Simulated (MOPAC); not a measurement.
## SiNH₅O: geometry relaxation (part 2 of 3)

Continued. System: SiNH₅O, SMILES N[SiH2]O. Method: PM7, closed shell, dispersion built in (MOPAC 23.2.5). The atoms were displaced at random from an optimised geometry.

Geometry of the input (Å):
```
N  -0.8431  0.7711  -0.7231
Si 0.5116  0.1272  0.2650
O  0.1417  -1.4431  0.8848
H  -1.0699  0.2548  -1.6866
H  -1.8149  0.9666  -0.4023
H  0.7415  1.0105  1.2305
H  1.7118  0.0114  -0.7845
H  0.7227  -1.8585  1.2708
```

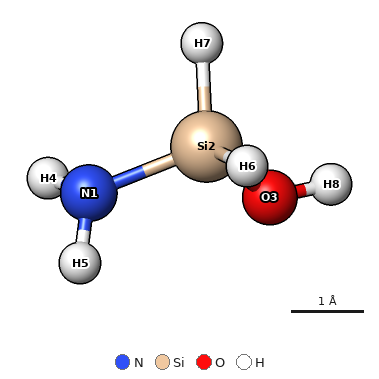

Figure 1. The geometry at step 21 of the log (ball-and-stick view, seen at a tilt; atoms are numbered from 1 in the order of the input).

## Trajectory as extended XYZ, continued
```
8
Properties=species:S:1:pos:R:3:forces:R:3 step=6 energy=-3.89538
N    -0.8484    0.7267   -0.7404    0.0162  -0.0548  -0.0280
Si    0.4876    0.0998    0.2225    0.1102  -0.1194   0.0636
O     0.1552   -1.3463    0.8459    0.1212   0.1011  -0.0364
H    -1.0323    0.2875   -1.6355   -0.0765   0.0041   0.0181
H    -1.7237    0.9537   -0.2824    0.0274  -0.0325  -0.0041
H     0.7572    1.0275    1.3097   -0.0233   0.0838   0.0666
H     1.6614   -0.0075   -0.6381   -0.0170   0.0157  -0.0275
H     0.7216   -1.9521    1.3187   -0.1582   0.0019  -0.0523
8
Properties=species:S:1:pos:R:3:forces:R:3 step=7 energy=-3.89795
N    -0.8495    0.7234   -0.7421    0.0980  -0.0344   0.0724
Si    0.4906    0.0994    0.2248   -0.0032   0.0315   0.0082
O     0.1554   -1.3426    0.8448    0.0725   0.0500  -0.0158
H    -1.0359    0.2881   -1.6370   -0.0691  -0.0189   0.0168
H    -1.7217    0.9528   -0.2796    0.0206  -0.0404  -0.0201
H     0.7564    1.0312    1.3149   -0.0337   0.0346   0.0018
H     1.6581   -0.0086   -0.6397    0.0340   0.0181  -0.0437
H     0.7145   -1.9550    1.3124   -0.1191  -0.0405  -0.0195
8
Properties=species:S:1:pos:R:3:forces:R:3 step=8 energy=-3.90076
N    -0.8470    0.7145   -0.7410    0.0162   0.0684   0.0856
Si    0.4938    0.1028    0.2284    0.0483   0.0404  -0.0706
O     0.1550   -1.3363    0.8412    0.0333  -0.0516   0.0479
H    -1.0432    0.2879   -1.6352   -0.0122  -0.0710  -0.0215
H    -1.7166    0.9489   -0.2785   -0.0060  -0.0182   0.0119
H     0.7540    1.0372    1.3190   -0.0300   0.0157  -0.0225
H     1.6540   -0.0107   -0.6466    0.0456   0.0340  -0.0087
H     0.6986   -1.9645    1.3034   -0.0953  -0.0177  -0.0221
8
Properties=species:S:1:pos:R:3:forces:R:3 step=9 energy=-3.90203
N    -0.8462    0.7125   -0.7403   -0.0095   0.0597   0.0330
Si    0.4965    0.1044    0.2289    0.0084   0.0161  -0.0485
O     0.1547   -1.3349    0.8409    0.0015   0.0007   0.0168
H    -1.0470    0.2843   -1.6350    0.0209  -0.0566   0.0283
H    -1.7153    0.9458   -0.2768   -0.0102  -0.0121   0.0228
H     0.7512    1.0415    1.3202   -0.0254  -0.0062  -0.0415
H     1.6533   -0.0091   -0.6490    0.0664   0.0316  -0.0090
H     0.6885   -1.9704    1.2986   -0.0521  -0.0333  -0.0019
8
Properties=species:S:1:pos:R:3:forces:R:3 step=10 energy=-3.90375
N    -0.8449    0.7119   -0.7390   -0.0316   0.0303  -0.0309
Si    0.5000    0.1058    0.2287   -0.0127  -0.0160  -0.0210
O     0.1543   -1.3324    0.8406   -0.0399   0.0330  -0.0127
H    -1.0509    0.2752   -1.6303    0.0448  -0.0403   0.0497
H    -1.7139    0.9398   -0.2740   -0.0231   0.0037   0.0465
H     0.7458    1.0470    1.3179   -0.0083  -0.0101  -0.0286
H     1.6552   -0.0041   -0.6506    0.0770   0.0222  -0.0076
H     0.6729   -1.9808    1.2924   -0.0062  -0.0227   0.0045
8
Properties=species:S:1:pos:R:3:forces:R:3 step=11 energy=-3.90506
N    -0.8436    0.7130   -0.7386   -0.0823   0.0029  -0.0335
Si    0.5030    0.1063    0.2278   -0.0024  -0.0237   0.0064
O     0.1533   -1.3300    0.8405   -0.0657   0.0449  -0.0350
H    -1.0527    0.2626   -1.6237    0.0364  -0.0169   0.0558
H    -1.7141    0.9337   -0.2672    0.0250  -0.0036   0.0146
H     0.7401    1.0520    1.3144    0.0081  -0.0147  -0.0148
H     1.6603    0.0031   -0.6511    0.0568   0.0084   0.0080
H     0.6587   -1.9907    1.2868    0.0241   0.0026  -0.0015
8
Properties=species:S:1:pos:R:3:forces:R:3 step=12 energy=-3.90568
N    -0.8443    0.7144   -0.7380   -0.0064  -0.0329  -0.0311
Si    0.5051    0.1060    0.2270   -0.0243   0.0023   0.0025
O     0.1518   -1.3283    0.8399   -0.0650   0.0208  -0.0328
H    -1.0520    0.2541   -1.6172    0.0104  -0.0157   0.0150
H    -1.7136    0.9300   -0.2650   -0.0084   0.0077   0.0339
H     0.7375    1.0535    1.3107    0.0223   0.0028   0.0171
H     1.6652    0.0075   -0.6488    0.0456  -0.0016   0.0045
H     0.6530   -1.9944    1.2835    0.0257   0.0167  -0.0091
8
Properties=species:S:1:pos:R:3:forces:R:3 step=13 energy=-3.90616
N    -0.8442    0.7142   -0.7379   -0.0205  -0.0211   0.0084
Si    0.5061    0.1062    0.2263    0.0005   0.0216   0.0109
O     0.1494   -1.3270    0.8389   -0.0509   0.0041  -0.0279
H    -1.0509    0.2472   -1.6131   -0.0217  -0.0120  -0.0039
H    -1.7136    0.9283   -0.2597    0.0295  -0.0088  -0.0089
H     0.7369    1.0541    1.3099    0.0248   0.0027   0.0184
H     1.6701    0.0101   -0.6468    0.0190  -0.0056   0.0151
H     0.6513   -1.9946    1.2806    0.0192   0.0191  -0.0122
8
Properties=species:S:1:pos:R:3:forces:R:3 step=14 energy=-3.90659
N    -0.8446    0.7125   -0.7373    0.0113  -0.0061   0.0188
Si    0.5076    0.1071    0.2261   -0.0023   0.0314   0.0092
O     0.1461   -1.3255    0.8370   -0.0238  -0.0142  -0.0137
H    -1.0506    0.2415   -1.6096   -0.0414  -0.0158  -0.0205
H    -1.7124    0.9270   -0.2567    0.0198  -0.0122  -0.0160
H     0.7379    1.0544    1.3102    0.0255   0.0061   0.0194
H     1.6744    0.0107   -0.6441    0.0056  -0.0048   0.0167
H     0.6512   -1.9931    1.2772    0.0052   0.0157  -0.0138
8
Properties=species:S:1:pos:R:3:forces:R:3 step=15 energy=-3.90698
N    -0.8447    0.7094   -0.7363    0.0260   0.0130   0.0061
Si    0.5100    0.1092    0.2262   -0.0107   0.0255   0.0125
O     0.1417   -1.3234    0.8342    0.0084  -0.0181  -0.0011
H    -1.0524    0.2334   -1.6057   -0.0449  -0.0132  -0.0170
H    -1.7104    0.9246   -0.2529    0.0076  -0.0123  -0.0189
H     0.7399    1.0556    1.3117    0.0232   0.0031   0.0109
H     1.6794    0.0106   -0.6407   -0.0041  -0.0010   0.0167
H     0.6499   -1.9915    1.2714   -0.0054   0.0030  -0.0091
8
Properties=species:S:1:pos:R:3:forces:R:3 step=16 energy=-3.90717
N    -0.8444    0.7078   -0.7361    0.0202   0.0175  -0.0117
Si    0.5111    0.1106    0.2266   -0.0138   0.0127   0.0135
O     0.1397   -1.3224    0.8328    0.0157  -0.0103   0.0017
H    -1.0551    0.2287   -1.6037   -0.0315  -0.0095  -0.0060
H    -1.7091    0.9229   -0.2515   -0.0025  -0.0060  -0.0120
H     0.7415    1.0566    1.3128    0.0193  -0.0003   0.0043
H     1.6813    0.0101   -0.6386   -0.0030   0.0023   0.0137
H     0.6482   -1.9914    1.2676   -0.0043  -0.0065  -0.0035
8
Properties=species:S:1:pos:R:3:forces:R:3 step=17 energy=-3.90733
N    -0.8440    0.7072   -0.7365    0.0056   0.0117  -0.0237
Si    0.5118    0.1119    0.2273   -0.0139  -0.0016   0.0107
O     0.1386   -1.3216    0.8317    0.0116   0.0014   0.0014
H    -1.0588    0.2238   -1.6017   -0.0098  -0.0042   0.0063
H    -1.7080    0.9209   -0.2505   -0.0091   0.0040  -0.0034
H     0.7436    1.0576    1.3137    0.0126  -0.0033  -0.0014
H     1.6829    0.0096   -0.6362    0.0009   0.0054   0.0080
H     0.6463   -1.9924    1.2639    0.0020  -0.0135   0.0022
8
Properties=species:S:1:pos:R:3:forces:R:3 step=18 energy=-3.90740
N    -0.8438    0.7077   -0.7373   -0.0033   0.0022  -0.0189
Si    0.5116    0.1122    0.2277   -0.0097  -0.0056   0.0069
O     0.1387   -1.3216    0.8316    0.0047   0.0057   0.0006
H    -1.0610    0.2215   -1.6007    0.0019  -0.0025   0.0080
H    -1.7079    0.9205   -0.2507   -0.0074   0.0098   0.0004
H     0.7453    1.0577    1.3139    0.0067  -0.0032  -0.0025
H     1.6833    0.0094   -0.6345    0.0029   0.0062   0.0030
H     0.6462   -1.9933    1.2625    0.0044  -0.0127   0.0025
8
Properties=species:S:1:pos:R:3:forces:R:3 step=19 energy=-3.90745
N    -0.8438    0.7086   -0.7382   -0.0064  -0.0062  -0.0054
Si    0.5111    0.1121    0.2279   -0.0043  -0.0036   0.0023
O     0.1391   -1.3218    0.8318    0.0000   0.0026   0.0018
H    -1.0622    0.2200   -1.5998    0.0057  -0.0024   0.0037
H    -1.7082    0.9210   -0.2512   -0.0018   0.0120   0.0000
H     0.7467    1.0574    1.3138    0.0018  -0.0013  -0.0012
H     1.6837    0.0097   -0.6332    0.0019   0.0054  -0.0003
H     0.6467   -1.9942    1.2618    0.0031  -0.0065  -0.0008
8
Properties=species:S:1:pos:R:3:forces:R:3 step=20 energy=-3.90747
N    -0.8439    0.7089   -0.7386   -0.0045  -0.0083   0.0036
Si    0.5108    0.1119    0.2280   -0.0014  -0.0004   0.0003
O     0.1394   -1.3219    0.8321   -0.0009  -0.0013   0.0029
H    -1.0624    0.2194   -1.5995    0.0039  -0.0031  -0.0007
H    -1.7083    0.9220   -0.2517    0.0021   0.0110  -0.0015
H     0.7473    1.0571    1.3137   -0.0005   0.0001   0.0000
H     1.6839    0.0101   -0.6326    0.0000   0.0042  -0.0013
H     0.6473   -1.9948    1.2614    0.0013  -0.0022  -0.0033
8
Properties=species:S:1:pos:R:3:forces:R:3 step=21 energy=-3.90750
N    -0.8441    0.7090   -0.7389   -0.0002  -0.0076   0.0118
Si    0.5105    0.1118    0.2281    0.0018   0.0035  -0.0013
O     0.1396   -1.3219    0.8326   -0.0010  -0.0060   0.0040
H    -1.0625    0.2184   -1.5990   -0.0001  -0.0041  -0.0052
H    -1.7084    0.9241   -0.2525    0.0063   0.0080  -0.0031
H     0.7482    1.0569    1.3135   -0.0035   0.0019   0.0012
H     1.6842    0.0110   -0.6319   -0.0028   0.0018  -0.0017
H     0.6480   -1.9958    1.2601   -0.0005   0.0024  -0.0059
8
Properties=species:S:1:pos:R:3:forces:R:3 step=22 energy=-3.90753
N    -0.8442    0.7085   -0.7391    0.0044  -0.0037   0.0142
Si    0.5102    0.1118    0.2283    0.0036   0.0053  -0.0018
O     0.1397   -1.3217    0.8331   -0.0010  -0.0079   0.0045
H    -1.0628    0.2168   -1.5984   -0.0037  -0.0042  -0.0066
H    -1.7082    0.9270   -0.2537    0.0089   0.0041  -0.0035
H     0.7490    1.0568    1.3135   -0.0065   0.0029   0.0017
H     1.6845    0.0123   -0.6314   -0.0052  -0.0011  -0.0015
H     0.6484   -1.9973    1.2577   -0.0005   0.0047  -0.0071
8
Properties=species:S:1:pos:R:3:forces:R:3 step=23 energy=-3.90756
N    -0.8442    0.7070   -0.7391    0.0088   0.0055   0.0067
Si    0.5102    0.1122    0.2288    0.0038   0.0035  -0.0004
O     0.1395   -1.3212    0.8338   -0.0016  -0.0050   0.0035
H    -1.0637    0.2134   -1.5972   -0.0062  -0.0026  -0.0026
H    -1.7073    0.9321   -0.2555    0.0086  -0.0015  -0.0014
H     0.7500    1.0573    1.3138   -0.0107   0.0027   0.0007
H     1.6849    0.0143   -0.6306   -0.0064  -0.0058  -0.0008
H     0.6483   -2.0002    1.2520    0.0036   0.0033  -0.0057
8
Properties=species:S:1:pos:R:3:forces:R:3 step=24 energy=-3.90758
N    -0.8441    0.7067   -0.7391    0.0075   0.0062   0.0013
Si    0.5103    0.1123    0.2289    0.0025   0.0012   0.0001
O     0.1393   -1.3210    0.8339   -0.0025  -0.0008   0.0025
H    -1.0640    0.2129   -1.5970   -0.0042  -0.0018   0.0001
H    -1.7069    0.9324   -0.2556    0.0056  -0.0006   0.0005
H     0.7497    1.0576    1.3139   -0.0103   0.0017  -0.0002
H     1.6847    0.0142   -0.6308   -0.0045  -0.0057  -0.0005
H     0.6481   -2.0006    1.2509    0.0059  -0.0002  -0.0038
8
Properties=species:S:1:pos:R:3:forces:R:3 step=25 energy=-3.90761
N    -0.8434    0.7052   -0.7392   -0.0018   0.0109  -0.0226
Si    0.5107    0.1132    0.2297   -0.0027  -0.0087   0.0034
O     0.1387   -1.3200    0.8349   -0.0052   0.0138  -0.0002
H    -1.0660    0.2088   -1.5956    0.0043   0.0031   0.0126
H    -1.7046    0.9355   -0.2563   -0.0068   0.0023   0.0071
H     0.7480    1.0596    1.3144   -0.0084  -0.0028  -0.0043
H     1.6837    0.0141   -0.6310    0.0059  -0.0061   0.0004
H     0.6480   -2.0041    1.2423    0.0147  -0.0124   0.0034
8
Properties=species:S:1:pos:R:3:forces:R:3 step=26 energy=-3.90764
N    -0.8433    0.7055   -0.7395   -0.0015   0.0077  -0.0193
Si    0.5105    0.1131    0.2297   -0.0026  -0.0072   0.0020
O     0.1388   -1.3200    0.8353   -0.0048   0.0142   0.0000
H    -1.0661    0.2084   -1.5953    0.0037   0.0033   0.0109
H    -1.7044    0.9360   -0.2564   -0.0067   0.0029   0.0064
H     0.7474    1.0597    1.3144   -0.0077  -0.0025  -0.0038
H     1.6835    0.0138   -0.6310    0.0061  -0.0059   0.0008
H     0.6489   -2.0046    1.2410    0.0136  -0.0126   0.0029
8
Properties=species:S:1:pos:R:3:forces:R:3 step=27 energy=-3.90731
N    -0.8386    0.7090   -0.7490   -0.0240  -0.0512   0.0272
Si    0.5058    0.1127    0.2343    0.0033   0.0264  -0.0188
O     0.1392   -1.3160    0.8536    0.0873  -0.0889   0.0557
H    -1.0775    0.1776   -1.5804   -0.0112   0.0316  -0.0036
H    -1.6923    0.9693   -0.2653    0.0004  -0.0005  -0.0189
H     0.7299    1.0676    1.3134    0.0054   0.0014   0.0016
H     1.6780    0.0076   -0.6258    0.0304  -0.0082   0.0086
H     0.6769   -2.0361    1.1693   -0.0917   0.0895  -0.0520
8
Properties=species:S:1:pos:R:3:forces:R:3 step=28 energy=-3.90787
N    -0.8418    0.7067   -0.7426   -0.0043  -0.0034   0.0082
Si    0.5087    0.1127    0.2310    0.0021   0.0035  -0.0043
O     0.1396   -1.3190    0.8417   -0.0060   0.0186   0.0014
H    -1.0693    0.2002   -1.5910   -0.0050   0.0029  -0.0095
H    -1.7007    0.9472   -0.2597   -0.0057   0.0021   0.0004
H     0.7413    1.0619    1.3138   -0.0028   0.0001  -0.0005
H     1.6814    0.0114   -0.6294    0.0138  -0.0059   0.0031
H     0.6580   -2.0143    1.2181    0.0080  -0.0178   0.0013
8
Properties=species:S:1:pos:R:3:forces:R:3 step=29 energy=-3.90796
N    -0.8413    0.7065   -0.7437   -0.0059  -0.0100   0.0076
Si    0.5084    0.1129    0.2317   -0.0003   0.0064  -0.0063
O     0.1394   -1.3179    0.8442    0.0052   0.0059   0.0097
H    -1.0714    0.1950   -1.5887   -0.0052   0.0080  -0.0063
H    -1.6988    0.9522   -0.2609   -0.0054   0.0015  -0.0017
H     0.7390    1.0634    1.3138   -0.0014   0.0005  -0.0007
H     1.6814    0.0109   -0.6282    0.0158  -0.0069   0.0038
H     0.6606   -2.0196    1.2064   -0.0028  -0.0056  -0.0061
8
Properties=species:S:1:pos:R:3:forces:R:3 step=30 energy=-3.90810
N    -0.8397    0.7053   -0.7470   -0.0163  -0.0178   0.0068
Si    0.5072    0.1136    0.2337    0.0005   0.0105  -0.0108
O     0.1395   -1.3146    0.8525    0.0471  -0.0534   0.0428
H    -1.0779    0.1807   -1.5824   -0.0056   0.0213   0.0021
H    -1.6930    0.9684   -0.2653   -0.0014  -0.0052  -0.0102
H     0.7322    1.0677    1.3137    0.0011   0.0012  -0.0019
H     1.6812    0.0091   -0.6242    0.0215  -0.0077   0.0056
H     0.6684   -2.0365    1.1695   -0.0470   0.0511  -0.0343
8
Properties=species:S:1:pos:R:3:forces:R:3 step=31 energy=-3.90822
N    -0.8399    0.7052   -0.7468   -0.0111  -0.0177   0.0038
Si    0.5073    0.1135    0.2335   -0.0025   0.0105  -0.0077
O     0.1397   -1.3145    0.8528    0.0357  -0.0359   0.0343
H    -1.0777    0.1820   -1.5831   -0.0050   0.0195   0.0011
H    -1.6933    0.9678   -0.2653   -0.0037  -0.0042  -0.0069
H     0.7319    1.0676    1.3136    0.0018   0.0010  -0.0023
H     1.6818    0.0088   -0.6239    0.0195  -0.0071   0.0047
H     0.6675   -2.0362    1.1695   -0.0348   0.0339  -0.0270
8
Properties=species:S:1:pos:R:3:forces:R:3 step=32 energy=-3.90974
N    -0.8395    0.7007   -0.7515    0.0138  -0.0184  -0.0281
Si    0.5056    0.1135    0.2342   -0.0335   0.0137   0.0292
O     0.1450   -1.3059    0.8782    0.0926  -0.0841   0.0455
H    -1.0904    0.1726   -1.5798    0.0034   0.0158   0.0008
H    -1.6846    0.9964   -0.2765   -0.0063  -0.0108   0.0074
H     0.7111    1.0768    1.3105    0.0169  -0.0018  -0.0104
H     1.6886   -0.0011   -0.6105   -0.0026   0.0033  -0.0022
H     0.6723   -2.0722    1.0791   -0.0843   0.0825  -0.0423
8
Properties=species:S:1:pos:R:3:forces:R:3 step=33 energy=-3.91046
N    -0.8407    0.6949   -0.7550    0.0097   0.0253  -0.0253
Si    0.5033    0.1129    0.2337   -0.0189  -0.0146   0.0336
O     0.1553   -1.2971    0.9040    0.1827  -0.2424   0.0660
H    -1.1010    0.1819   -1.5870    0.0254  -0.0194  -0.0113
H    -1.6795    1.0146   -0.2845    0.0099  -0.0193   0.0077
H     0.6919    1.0843    1.3056    0.0275   0.0011  -0.0077
H     1.6973   -0.0129   -0.5971   -0.0547   0.0264  -0.0027
H     0.6630   -2.1054    0.9991   -0.1816   0.2429  -0.0603
8
Properties=species:S:1:pos:R:3:forces:R:3 step=34 energy=-3.91191
N    -0.8424    0.6939   -0.7546    0.0055   0.0395  -0.0066
Si    0.5019    0.1122    0.2327    0.0260  -0.0570  -0.0018
O     0.1619   -1.2986    0.9060   -0.0484   0.1270   0.0213
H    -1.0998    0.1983   -1.5972    0.0443  -0.0395  -0.0067
H    -1.6833    1.0073   -0.2833    0.0131  -0.0141   0.0066
H     0.6956    1.0830    1.3031    0.0148   0.0111   0.0090
H     1.7010   -0.0133   -0.5947   -0.0959   0.0320   0.0036
H     0.6461   -2.0998    1.0038    0.0405  -0.0990  -0.0254
8
Properties=species:S:1:pos:R:3:forces:R:3 step=35 energy=-3.91379
N    -0.8410    0.6951   -0.7570    0.0043   0.0031  -0.0142
Si    0.5009    0.1111    0.2339    0.0001  -0.0023   0.0117
O     0.1642   -1.2972    0.9120    0.0144   0.0131   0.0417
H    -1.1013    0.1904   -1.5947    0.0375  -0.0115   0.0174
H    -1.6792    1.0146   -0.2848    0.0057  -0.0190  -0.0084
H     0.6897    1.0867    1.3020    0.0185  -0.0068   0.0015
H     1.6960   -0.0107   -0.5958   -0.0543   0.0185  -0.0098
H     0.6450   -2.1095    0.9835   -0.0262   0.0048  -0.0399
```
